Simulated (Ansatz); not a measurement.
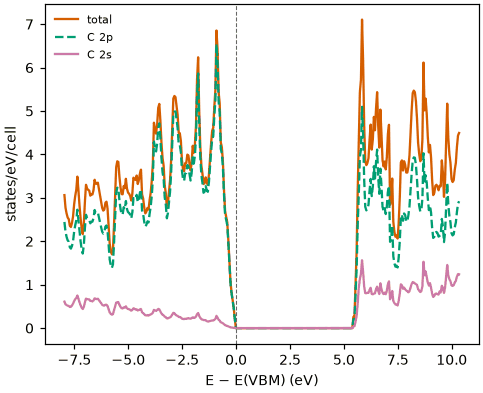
Total and projected density of states of C in space group P4_12_12 (No. 92; C on 4a, C on 8b), r²SCAN (plane waves, PAW; program Ansatz)

Problem. Which orbitals carry the states next to the gap?

Solution. Top 1 eV of the valence band: C 2p 96 %. Bottom 1 eV of the conduction band: C 2p 73 %, C 2s 20 %, outside the projected shells 7 %. Projections are on Löwdin-orthogonalised atomic valence shells; empty p or d shells of many metals are not among them.

Problem. Where is the tallest occupied peak in this window, and what makes it?

Solution. Near -0.9 eV, about 6.9 states/eV per cell; the largest projected share is C 2p.

The start of the workflow was typed in or built on a structure type; neither database checked (COD, Materials Project) lists it. It is not the phase usual at ambient conditions (space group No. 194, 227). The cell was relaxed with r²SCAN under the symmetry of its start; its stability against distortions is not shown here. The volume moved by 26 % from the start of the relaxation.

Potentials: the earlier of the program's two PAW sets.
